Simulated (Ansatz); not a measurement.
**NbTlSe3 (model cell, started as cubic perovskite with Nb in the octahedra): a soft mode frozen in**

Aim: this structure of NbTlSe3 (model cell, started as cubic perovskite with Nb in the octahedra) is to be tested for unstable modes, and one is followed downhill.

Program: Ansatz 0.2.0. Level of theory: DFT PBEsol, scalar-relativistic, plane waves, PAW; PAW set soft_1. Results are calculated unless marked as measured.

The structure was built from a prototype and need not be the compound's stable phase.

### 1. Starting point

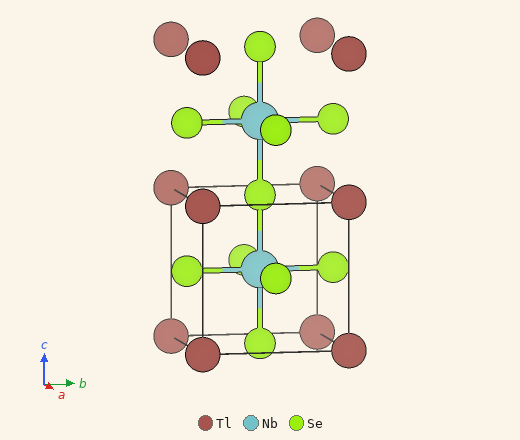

The starting structure, seen slightly off an axis (thallium brown, niobium teal, selenium green). 1×1×2 cells are drawn. Some periodic images of atoms are drawn too.

### 2. The dispersion

The cell comes from relaxations at this level that are not shown. Stability and thermal properties need the whole zone. Linear response on a 2×2×2 q mesh gives force constants as far as a supercell of that size would.

The input, input.yaml:

```yaml
crystal:
  lattice:
    - [5.0370892205, 0.0, 0.0]
    - [0.0, 5.0370892205, 0.0]
    - [0.0, 0.0, 5.0370892205]
  atoms:
    - { symbol: Tl, position: [0.0, 0.0, 0.0] }
    - { symbol: Nb, position: [0.5, 0.5, 0.5] }
    - { symbol: Se, position: [0.5, 0.5, 0.0] }
    - { symbol: Se, position: [0.5, 0.0, 0.5] }
    - { symbol: Se, position: [0.0, 0.5, 0.5] }
kpoints:
  mp_grid: { grid: [8, 8, 8] }
hamiltonian:
  xc: pbesol
  pseudopotentials: { kind: paw, azcp: { folder: soft_1 }, xc_functional: pbe }
scf:
  occupations: { method: methfessel_paxton, width: 0.2 }
output:
  eigenvalues: true
phonons:
  method: dfpt
  qmesh: [2, 2, 2]
  temperatures: { t_max: 1000, t_step: 50 }
  qpath:
    path:
      - [[0.0, 0.0, 0.0], [0.0, 0.5, 0.0], [0.5, 0.5, 0.0], [0.0, 0.0, 0.0], [0.5, 0.5, 0.5], [0.0, 0.5, 0.0]]
      - [[0.5, 0.5, 0.5], [0.5, 0.5, 0.0]]
    npoints: 10
```

Started as:

```
$ ansatz run input.yaml --threads 4 --pin off --max-ram 16384MiB --backend cpu --events-out ev --progress --plain --runs-dir out
```

Numbers of over 12 decimals in the logs are rounded to 6 here.

Log:

```text
Engine: ansatz 0.2.0, aarch64-unknown-linux-gnu
Pseudopotentials: kind: paw
Pseudopotential: Tl, paw, valence charge 13, recommended cutoff 420 eV (normal), soft_1/Tl.paw.azcp
Pseudopotential: Nb, paw, valence charge 13, recommended cutoff 420 eV (normal), soft_1/Nb.paw.azcp
Pseudopotential: Se, paw, valence charge 16, recommended cutoff 420 eV (normal), soft_1/Se.paw.azcp
Functional definition: PBEsol
  exchange = pbesol_x
  correlation = pbesol_c
Crystal: 5 atoms, lattice volume = 127.802 Å³
Basis set: ecut = 420 eV, 2517 PW (Γ), exchange–correlation on 72×72×72 points (8 copies of the dense FFT grid, shifted against one another)
Bands: 45, of which v1, the nominal top of the filled ones, is band 37 counted from 1 (36 counted from 0)
Symmetry: 48 space group operations
k-points: 35 of 512
Non-local potential: Tl, projectors of the file, l = 0: 2, l = 1: 2, l = 2: 2, l = 3: 1
Non-local potential: Nb, projectors of the file, l = 0: 3, l = 1: 2, l = 2: 2, l = 3: 1
Non-local potential: Se, projectors of the file, l = 0: 2, l = 1: 2, l = 2: 3, l = 3: 1
PAW form: soft (Blöchl's): semilocal exchange-correlation on the pseudo side does not see the compensation charge
PAW frozen core: Tl, regenerated for the run's functional, and the local potential with it (the file was generated under x = pbe(κ = 0.804, μ = 0.219515), c = pbe(β = 0.066725))
PAW frozen core: Nb, regenerated for the run's functional, and the local potential with it (the file was generated under x = pbe(κ = 0.804, μ = 0.219515), c = pbe(β = 0.066725))
PAW frozen core: Se, regenerated for the run's functional, and the local potential with it (the file was generated under x = pbe(κ = 0.804, μ = 0.219515), c = pbe(β = 0.066725))
PAW one-centre angular grid: Tl, 590 points (default); XC on 64 Gauss nodes
PAW one-centre angular grid: Nb, 590 points (default); XC on 64 Gauss nodes
PAW one-centre angular grid: Se, 590 points (default); XC on 64 Gauss nodes
Initial density: superposition of atomic densities (chi_scale 0.1, normalization cell, long waves kept (reshape's long-wave potential 0.01 eV rms))
Initial wavefunctions: pseudopotential atomic-orbital guess
Functional: x = pbesol(κ = 0.804, μ = 0.123457), c = pbesol(β = 0.046)
SCF iter   1: F=—  HF=-32068.781948 eV  |F-HF|=—  |Δ(HF+E_count)|=         —  Δρ=3.90e-2  dr2=2.01e0  ethr=3.10e-3  ⟨swp⟩=6.3  Hψ=5559  notcnv=0
preconditioner: auto → Kerker (q_TF=auto, 2.491 Å⁻¹)  [metal: Δε(μ)=0.025 eV  Ē_g=10.020 eV  σ=0.200 eV  W_gap=0.10  n_scr=26 (ndim 8)  ℏωp=19.7 eV  f_vac=0.005  D(μ)=4.83/eV (n_scr^D=32)]
SCF iter   2: F=—  HF=-32068.223288 eV  |F-HF|=—  |Δ(HF+E_count)|=   5.59e-1  S|Δr|=    0.00e0  Δρ=2.27e-2  dr2=7.13e-1  ethr=2.71e-3  ⟨swp⟩=2.0  Hψ=2083  notcnv=0  defer=51
SCF iter   3: F=—  HF=-32067.941959 eV  |F-HF|=—  |Δ(HF+E_count)|=   2.81e-1  S|Δr|=    0.00e0  Δρ=4.37e-3  dr2=4.59e-2  ethr=9.64e-4  ⟨swp⟩=2.1  Hψ=2283  notcnv=0  defer=51
SCF iter   4: F=—  HF=-32067.930147 eV  |F-HF|=—  |Δ(HF+E_count)|=   1.18e-2  S|Δr|=    0.00e0  Δρ=1.98e-3  dr2=1.18e-2  ethr=6.20e-5  ⟨swp⟩=2.0  Hψ=3103  notcnv=0  defer=50
SCF iter   5: F=—  HF=-32067.927453 eV  |F-HF|=—  |Δ(HF+E_count)|=   2.69e-3  S|Δr|=    0.00e0  Δρ=8.48e-4  dr2=2.11e-3  ethr=1.59e-5  ⟨swp⟩=2.7  Hψ=2798  notcnv=0  defer=50
SCF iter   6: F=—  HF=-32067.926989 eV  |F-HF|=—  |Δ(HF+E_count)|=   4.63e-4  S|Δr|=    0.00e0  Δρ=2.86e-4  dr2=2.54e-4  ethr=2.86e-6  ⟨swp⟩=2.0  Hψ=1845  notcnv=0  defer=50
SCF iter   7: F=—  HF=-32067.926961 eV  |F-HF|=—  |Δ(HF+E_count)|=   2.84e-5  S|Δr|=    0.00e0  Δρ=7.45e-5  dr2=8.54e-6  ethr=3.43e-7  ⟨swp⟩=2.0  Hψ=2045  notcnv=0  defer=50
SCF iter   8: F=—  HF=-32067.926962 eV  |F-HF|=—  |Δ(HF+E_count)|=   1.37e-6  S|Δr|=    0.00e0  Δρ=1.75e-5  dr2=5.04e-7  ethr=1.15e-8  ⟨swp⟩=2.1  Hψ=2208  notcnv=0  defer=50
SCF iter   9: F=—  HF=-32067.926956 eV  |F-HF|=—  |Δ(HF+E_count)|=   6.79e-6  S|Δr|=    0.00e0  Δρ=4.69e-6  dr2=7.80e-8  ethr=6.81e-10  ⟨swp⟩=2.1  Hψ=2759  notcnv=0  defer=50
SCF iter  10: F=—  HF=-32067.926956 eV  |F-HF|=—  |Δ(HF+E_count)|=   9.60e-9  S|Δr|=    0.00e0  Δρ=1.77e-6  dr2=8.51e-9  ethr=1.05e-10  ⟨swp⟩=2.0  Hψ=2785  notcnv=0  defer=50
SCF iter  11: F=—  HF=-32067.926956 eV  |F-HF|=—  |Δ(HF+E_count)|=   1.57e-9  S|Δr|=    0.00e0  Δρ=7.53e-7  dr2=1.35e-9  ethr=1.15e-11  ⟨swp⟩=2.0  Hψ=2777  notcnv=0  defer=50
SCF iter  12: F=—  HF=-32067.926956 eV  |F-HF|=—  |Δ(HF+E_count)|=  4.33e-10  S|Δr|=    0.00e0  Δρ=2.21e-7  dr2=7.53e-11  ethr=1.83e-12  ⟨swp⟩=2.0  Hψ=2159  notcnv=0  defer=50
SCF iter  13: F=-32067.926956 eV  HF=-32067.926956 eV  |F-HF|=7.28e-12  |Δ(HF+E_count)|=  7.28e-11  S|Δr|=    0.00e0  Δρ=4.23e-8  dr2=2.34e-12  ethr=1.00e-12  ⟨swp⟩=11.1  Hψ=7881  notcnv=0
the search or the solves at the SCF's close seem to have found levels that the self-consistency loop had missed (the run counts 1). By its estimate they hold under 1e-12 electrons; where the run keeps them, the occupations were computed again with them
SCF 1 converged in 13 iterations: F = -32067.926956 eV  dr2 = 2.34e-12
  greatest PAW one-centre occupation: 1.000 electrons in one spin orbital (limit 2), on the Se atom at site 4 (counted from 0), in its partial waves of l = 2
Initial density: read from a saved state, or passed on in memory by an earlier SCF of this step, an earlier step, the calling program or the single point that the run made first
iter 1 solved again at ethr=1.73e-7 eV; its pass at ethr=3.10e-3 eV (dr2=1.28e-4 eV) is discarded
SCF iter   1: F=—  HF=-32067.926954 eV  |F-HF|=—  |Δ(HF+E_count)|=         —  Δρ=5.88e-7  dr2=6.56e-10  ethr=1.73e-7  ⟨swp⟩=3.0  Hψ=9434  notcnv=0
eigensolver tolerance schedule: the retry pair's looser diagonalisation over-reported the residual by 194591.51 of it (diagonalisation noise at an unbounded share of the residual, at the tolerance the schedule requests for it); recorded, not acted on — ethr = c·dr2/N_el stays at c = 1.0e-1
preconditioner: auto → LDOS  [metal: Δε(μ)=0.030 eV  Ē_g=9.531 eV  σ=0.200 eV  W_gap=0.13  n_scr=26 (ndim 8)  ℏωp=19.7 eV  f_vac=0.021  D(μ)=4.60/eV (n_scr^D=32)  β→1.0]
SCF iter   2: F=—  HF=-32067.926956 eV  |F-HF|=—  |Δ(HF+E_count)|=   1.24e-6  S|Δr|=    0.00e0  Δρ=7.46e-7  dr2=1.18e-9  ethr=1.00e-12  ⟨swp⟩=4.0  Hψ=4401  notcnv=0
SCF iter   3: F=—  HF=-32067.926956 eV  |F-HF|=—  |Δ(HF+E_count)|=  3.71e-10  S|Δr|=    0.00e0  Δρ=3.35e-7  dr2=1.97e-10  ethr=1.00e-12  ⟨swp⟩=2.0  Hψ=2813  notcnv=0
SCF iter   4: F=—  HF=-32067.926956 eV  |F-HF|=—  |Δ(HF+E_count)|=  7.28e-12  S|Δr|=    0.00e0  Δρ=2.38e-7  dr2=1.06e-10  ethr=1.00e-12  ⟨swp⟩=1.0  Hψ=1575  notcnv=0
SCF iter   5: F=—  HF=-32067.926956 eV  |F-HF|=—  |Δ(HF+E_count)|=  2.18e-11  S|Δr|=    0.00e0  Δρ=1.35e-7  dr2=3.38e-11  ethr=1.00e-12  ⟨swp⟩=1.0  Hψ=1575  notcnv=0
SCF iter   6: F=-32067.926956 eV  HF=-32067.926956 eV  |F-HF|=1.46e-11  |Δ(HF+E_count)|=    0.00e0  S|Δr|=    0.00e0  Δρ=1.47e-8  dr2=2.67e-13  ethr=1.00e-12  ⟨swp⟩=2.1  Hψ=4581  notcnv=0
SCF 2 converged in 6 iterations: F = -32067.926956 eV  dr2 = 2.67e-13
phonons: the bands overlap, so this run is a metal and interpolates without the dipole-dipole term. If the crystal is really an insulator or semiconductor, its LO-TO splitting is missing
NSCF: frozen V_eff on 35 k-points
NSCF: frozen V_eff on 125 k-points
DFPT response loops at q = (0, 0, 0) (fractional): preconditioner auto → Kerker (q_TF=auto, 2.491 Å⁻¹) (partly filled bands, converged f_vac=0.021); β = 1.00, the filter's whole step (`scf.mixing.beta` (0.50) is not read by the response loops under this deck's `scf.mixing.preconditioner`; to damp them name `kerker` or `kerker_dos`, under which they read `scf.mixing.beta`, and type it under 1.00, their step now; both keys bind the ground state too); Broyden in place of MSR1
NSCF: frozen V_eff on 250 k-points
DFPT response loops at q = (0, 0, -0.5) (fractional): mixed as the last ones told, above
NSCF: frozen V_eff on 250 k-points
DFPT response loops at q = (0, -0.5, -0.5) (fractional): mixed as the last ones told, above
NSCF: frozen V_eff on 250 k-points
DFPT response loops at q = (-0.5, -0.5, -0.5) (fractional): mixed as the last ones told, above
SCF converged after 13 iterations
Stability not checked: this state was not tested for a lower state beside it, because cold or Methfessel-Paxton smearing, or corrected tetrahedra, fill the levels in a way that the test cannot read (fill_not_monotonic; see scf.lower_state_search)
Free energy (F): -32067.926956 eV
Harris-Foulkes:  -32067.926956 eV  (|F-HF|=7.28e-12)
Internal energy: -32067.905491 eV  (E = F + TS)
E sigma→0 (E₀):  -32067.921589 eV
Entropy (-TS):   -0.021465 eV (-4.293 meV/atom)
Fermi energy:    8.911529 eV
--- Per-component energies (eV) ---
  E_band       = -1309.972349
  E_kinetic    = 969.820329
  E_local      = -10103.440759  (includes V_loc(G=0)·N_el)
  E_nonlocal   = -645.304871
  E_hartree    = 4994.069372
  E_xc         = -602.637440
  E_vxc        = -593.928069  (∫ρ·V_xc dr)
  E_paw        = -19321.637243  (= ΣΔE_a)
  E_vpaw       = -925.256556  (= ΣTr[D̂ρ^β])
  E_aug_tail   = -0.001122  (compensation charges beyond the density's cutoff)
  E_ewald      = -7362.026155
  E_core_change = 3.252398  (= ΣΔE_core)
  E_smearing   = -0.021465  (= −TS)
  E_closure    = 0.000000  (closes the sum)
  Σ components = -32067.926956   (vs F -32067.926956, Δ=0.00e0)
--- Band table (eV; the first three rows and the last of 35) ---
  k-point 0: bands = [... 33 lower, 7.6814, 8.0776, 8.0776, 8.0776, 8.2799, 8.2799, 8.2799, 10.0511, ... 4 higher]
  k-point 1: bands = [... 33 lower, 7.6142, 7.7763, 8.0812, 8.0913, 8.0913, 8.8553, 8.8553, 10.0541, ... 4 higher]
  k-point 2: bands = [... 33 lower, 7.4630, 7.5398, 8.0901, 8.1531, 8.1531, 9.6234, 9.6234, 10.0601, ... 4 higher]
  k-point 34: bands = [... 33 lower, 4.3535, 9.1568, 9.1568, 9.1568, 10.2762, 10.2762, 10.2762, 14.6874, ... 4 higher]
--- Phonons (Γ-DFPT): 4 representative perturbations + reference (Σ response iterations 12) ---
  ASR residual: 7.536e-5 → 0.000e0 eV/Å²; symmetrization residual: 6.099e-5 eV/Å²
  ASR residual per site (eV/Å²): 4.57e-5 1.43e-5 7.54e-5 7.54e-5 7.54e-5
  Γ frequencies (cm⁻¹): 0.00 0.00 0.00 12.93 12.93 12.93 60.27 60.27 60.27 63.69 63.69 63.69 225.66 225.66 225.66
--- Phonons (arbitrary-q DFPT): 4 irreducible q on the 2×2×2 mesh ---
  q = [0.0000, 0.0000, 0.0000] (star 1, of the zone-centre solve; hermiticity 1.12e-5, symmetrization 6.48e-12): -0.00 0.00 0.00 12.93 12.93 12.93 60.27 60.27 60.27 63.69 63.69 63.69 225.66 225.66 225.66
  q = [0.0000, 0.0000, -0.5000] (star 3, 9 solved perturbations in 975 linear systems a pass and spin channel, the states on 125 of 512 k-point pairs; hermiticity 2.74e-6, symmetrization 3.35e-12): -10.45 -10.45 13.41 13.41 20.31 55.54 55.54 67.93 84.00 84.13 84.13 185.21 221.73 221.73 245.14
  q = [0.0000, -0.5000, -0.5000] (star 3, 9 solved perturbations in 975 linear systems a pass and spin channel, the states on 125 of 512 k-point pairs; hermiticity 4.75e-6, symmetrization 1.20e-12): -56.97 -42.43 8.08 8.08 17.00 62.43 75.20 75.20 80.75 80.75 122.57 183.35 183.35 215.68 264.90
  q = [-0.5000, -0.5000, -0.5000] (star 1, 4 solved perturbations in 350 linear systems a pass and spin channel, the states on 125 of 512 k-point pairs; hermiticity 5.48e-6, symmetrization 2.77e-12): -130.99 -130.99 -54.98 -54.98 -54.98 14.39 14.39 14.39 118.30 118.30 118.30 182.15 182.15 182.15 283.20
  sum rule: each row above includes the acoustic sum rule's correction from the zone centre's row sums; it moved no ω² by more than (0.51 cm⁻¹)²
  mesh force constants: q→R imaginary residual 4.30e-18; ASR residual 7.536e-5 → 0.000e0 eV/Å²; symmetrization residual 7.105e-15 eV/Å²
  interpolated dispersion: 62 rows × 15 modes
  density of states and harmonic sums: on the 12×12×12 q-mesh, interpolated from the force constants of a 2×2×2 supercell (no non-analytic term)
  largest difference from the sums on the solved wave vectors: F 1.38e-1 eV, S 1.88e-4 and C_V 5.20e-5 eV/K
  zero-point energy: 0.082517 eV/cell   skipped modes (ω ≤ 0): 169, of them read as no rigid motion or as one in doubt: 166 (1.917e0 modes/cell left out, lowest -130.99 cm⁻¹)   left out of the sums: 1.28e-1 of the cell's modes: C_V's classical limit lies that fraction below 3 k_B per atom; for a crystal, a wire or a layer, F and S can be off by more, and a phonons.interpolated_qmesh denser along its periods is the remedy for the sampling
```

Elapsed: 8.1 min, on 4 threads of Arm Neoverse V1, shared host; peak memory 2 GiB.

This step gave:

```
volume per atom                                         : 25.56 Å³
gap on the k-mesh                                       : 0 eV
sum-rule residual before enforcement                    : 7.54e-5 eV/Å²
lowest frequency on the path                            : -131.0 cm⁻¹
point group                                             : m-3m
highest frequency on the path or at a solved wavevector : 284.2 cm⁻¹
highest optical mode at the zone centre (no LO-TO term) : 225.7 cm⁻¹
lowest optical zone-centre mode                         : 12.93 cm⁻¹
lowest mode on the q mesh (acoustic modes at Γ apart)   : -131.0 cm⁻¹
```

Frequencies (cm⁻¹) solved at each irreducible wavevector; negative means imaginary. Frequencies by wavevector, by row:

```
q in reciprocal lattice units  star  mode 1  mode 2  mode 3  mode 4  mode 13  mode 14  mode 15
                        0 0 0     1       0       0       0    12.9    225.7    225.7    225.7
                     0 0 -0.5     3   -10.4   -10.4    13.4    13.4    221.7    221.7    245.1
                  0 -0.5 -0.5     3     -57   -42.4     8.1     8.1    183.3    215.7    264.9
               -0.5 -0.5 -0.5     1    -131    -131     -55     -55    182.2    182.2    283.2
```

Interpolated from a 2×2×2 q mesh. The phonon branches at the labelled points (cm⁻¹):

```csv
point,branch 1,branch 2,branch 3,branch 4,branch 12,branch 13,branch 14,branch 15
Γ,0,0,0,13,64,226,226,226
X,-10,-10,13,13,185,222,222,245
M,-57,-42,8,8,183,183,216,265
Γ,0,0,0,13,64,226,226,226
R,-131,-131,-55,-55,182,182,182,283
X,-10,-10,13,13,185,222,222,245
jump to R,-131,-131,-55,-55,182,182,182,283
M,-57,-42,8,8,183,183,216,265
```

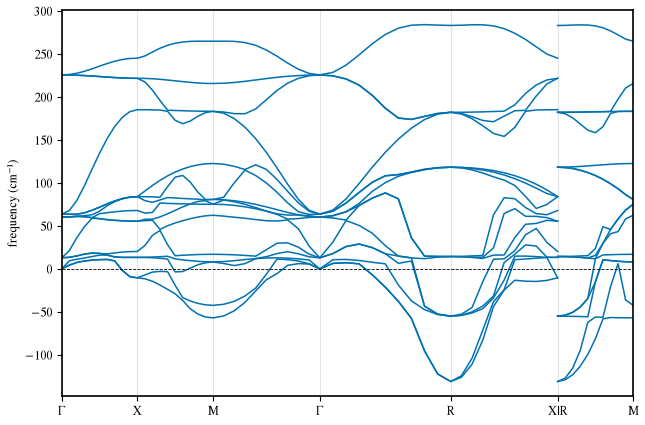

Phonon branches along the path.

Symmetry leaves 4 wavevectors to solve. The lowest mode among them, the acoustic zeros apart, lies at q = (-0.5, -0.5, -0.5) and is imaginary, 131.0i cm⁻¹, so the energy falls along it.

### 3. The mode frozen in, largest atomic shift 0 Å

The mode followed lies at q = (-0.5, -0.5, -0.5) with frequency 131.0i cm⁻¹ and is 2-fold degenerate, the softest among the wavevectors solved. At small amplitude the distorted cell has space group no. 69 by a symmetry search on the positions. The undistorted cell that holds it gives the zero of energy on the same k mesh.

System of this step: NbTlSe3 (model cell, started as cubic perovskite with Nb in the octahedra). It takes space group Pm-3m (No. 221, cubic). The conventional cell has a = 5.037 Å, b = 5.037 Å, c = 5.037 Å, α = 90.00°, β = 90.00°, γ = 90.00°. Nearest to Tl lie 12 Se at 3.56 Å. Nearest to Nb lie 6 Se at 2.52 Å. Se has 2 Nb at 2.52 Å nearest. Farther neighbours and most contacts between anions are not listed.

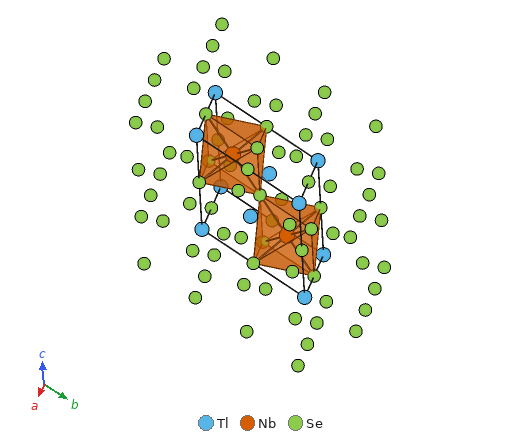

The cell of this step (thallium blue, niobium orange, selenium green). Some periodic images of atoms are drawn too.

input.yaml, the sections that differ from step 2:

```yaml
crystal:
  lattice:
    - [5.0370892205, 5.0370892205, 0.0]
    - [5.0370892205, 0.0, 5.0370892205]
    - [5.0370892205, 0.0, -5.0370892205]
  atoms:
    - { symbol: Tl, position: [0.0, 0.0, 0.0] }
    - { symbol: Tl, position: [0.0, 0.5, 0.5] }
    - { symbol: Nb, position: [0.5, 0.25, 0.75] }
    - { symbol: Nb, position: [0.5, 0.75, 0.25] }
    - { symbol: Se, position: [0.5, 0.0, 0.0] }
    - { symbol: Se, position: [0.5, 0.5, 0.5] }
    - { symbol: Se, position: [0.0, 0.5, 0.0] }
    - { symbol: Se, position: [0.0, 0.0, 0.5] }
    - { symbol: Se, position: [0.5, 0.0, 0.5] }
    - { symbol: Se, position: [0.5, 0.5, 0.0] }
output:
  forces: true
  stress: true
  eigenvalues: true
# kpoints, hamiltonian, scf: as in step 2
# phonons: removed
```

Log:

```text
[...]
Crystal: 10 atoms, lattice volume = 255.605 Å³
Basis set: ecut = 420 eV, 5029 PW (Γ), exchange–correlation on 96×96×96 points (8 copies of the dense FFT grid, shifted against one another)
Bands: 89, of which v1, the nominal top of the filled ones, is band 74 counted from 1 (73 counted from 0)
Symmetry: 96 space group operations
[...]
k-points: 29 of 512
[...]
k-point 0: bands = [... 70 lower, 8.0796, 8.2792, 8.2792, 8.2792, 9.1546, 9.1546, 9.1546, 10.0530, ... 11 higher]
  k-point 1: bands = [... 70 lower, 8.0334, 8.5303, 8.5303, 8.6394, 9.0302, 9.0302, 9.0796, 10.1862, ... 11 higher]
  k-point 2: bands = [... 70 lower, 7.8516, 8.7054, 8.7054, 8.8781, 9.0092, 9.0092, 9.1242, 9.9757, ... 11 higher]
  k-point 28: bands = [... 70 lower, 7.3102, 7.3102, 8.3616, 8.3616, 9.7402, 9.7402, 10.5036, 10.5036, ... 11 higher]
[key lines of the parts left out:]
SCF converged after 10 iterations
Free energy (F): -64135.905839 eV
Fermi energy:    8.905370 eV
P = ⅓ Tr σ = -0.0869 GPa (-0.869 kbar)
```

Run time: 14 s. Hardware: 4 threads; peak memory 1.1 GiB; 54 s of CPU time.

Numbers from this step:

```yaml
pressure: -0.08689 GPa
energy_from_the_undistorted_cell: 0 meV/atom
```

The run ends at a pressure of -0.09 GPa.

### 4. The mode frozen in, largest atomic shift 0.04 Å

The atoms are moved along the unstable eigenvector, the largest shift by 0.04 Å, with the cell fixed.

input.yaml, the sections that differ from step 3:

```yaml
crystal:
  lattice:
    - [5.0370892205, 5.0370892205, 0.0]
    - [5.0370892205, 0.0, 5.0370892205]
    - [5.0370892205, 0.0, -5.0370892205]
  atoms:
    - { symbol: Tl, position: [0.0, 0.0, 0.0] }
    - { symbol: Tl, position: [0.0, 0.5, 0.5] }
    - { symbol: Nb, position: [0.5, 0.25, 0.75] }
    - { symbol: Nb, position: [0.5, 0.75, 0.25] }
    - { symbol: Se, position: [0.5, -0.0020770209, 0.0020770209] }
    - { symbol: Se, position: [0.5, 0.5020770209, 0.4979229791] }
    - { symbol: Se, position: [0.0079410942, 0.4960294529, -0.0039705471] }
    - { symbol: Se, position: [-0.0079410942, 0.0039705471, 0.5039705471] }
    - { symbol: Se, position: [0.5, -0.0018935262, 0.4981064738] }
    - { symbol: Se, position: [0.5, 0.5018935262, 0.0018935262] }
# kpoints, hamiltonian, scf, output: as in step 3
```

Log:

```text
[...]
Crystal: 10 atoms, lattice volume = 255.605 Å³
Basis set: ecut = 420 eV, 5029 PW (Γ), exchange–correlation on 96×96×96 points (8 copies of the dense FFT grid, shifted against one another)
Bands: 89, of which v1, the nominal top of the filled ones, is band 74 counted from 1 (73 counted from 0)
Symmetry: 8 space group operations
[...]
k-points: 95 of 512
[...]
k-point 0: bands = [... 70 lower, 8.0821, 8.2820, 8.2823, 8.2823, 9.1583, 9.1742, 9.1752, 10.0498, ... 11 higher]
  k-point 1: bands = [... 70 lower, 8.0358, 8.5071, 8.5215, 8.6267, 9.0408, 9.0622, 9.1017, 10.1876, ... 11 higher]
  k-point 2: bands = [... 70 lower, 7.8509, 8.6776, 8.6932, 8.8436, 9.0223, 9.0645, 9.1453, 9.9778, ... 11 higher]
  k-point 94: bands = [... 70 lower, 8.0859, 8.1186, 8.2530, 8.2543, 9.1836, 10.0662, 10.4508, 10.4508, ... 11 higher]
[key lines of the parts left out:]
SCF converged after 10 iterations
Free energy (F): -64135.908404 eV
Fermi energy:    8.909737 eV
P = ⅓ Tr σ = -0.0071 GPa (-0.071 kbar)
```

Run time: 43 s. Hardware: 4 threads; peak memory 1.8 GiB.

This step gave:

```yaml
pressure: -0.007060 GPa
energy_from_the_undistorted_cell: -0.563 meV/atom
```

The energy, extrapolated to zero smearing, is -0.56 meV/atom against the undistorted cell.

The run ends at a pressure of -0.01 GPa, with forces up to 0.010 eV/Å.

(Continued in part 2 of 3.)

[Logs are printed without paths, hosts, clocks, repeated set-up lines and the standing remarks that a program may print on its own settings, such as how far it seeks lower states.]

[Hosts, paths, dates, database ids (printed as entryN), source tags and the programs' standing remarks are cut or masked in the printed files.]
